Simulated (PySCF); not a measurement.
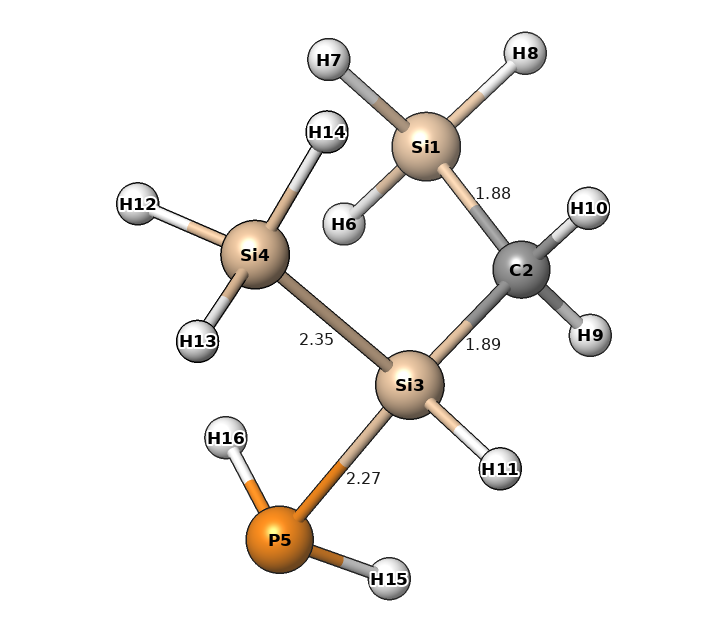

The numbers beside the sticks are distances in Å. Sticks don't show bond order. The geometry was computed by an optimisation with PBE0-D3(BJ)/def2-SVP. No frequency run is at hand to confirm it as a minimum.

Q: Which of the marked bonds are single, double, triple or aromatic?

A: Si1–C2 single; C2–Si3 single; Si3–Si4 single; Si3–P5 single.

Q: Give the structure as SMILES.

A: [SiH3]C[Si@@H]([SiH3])P
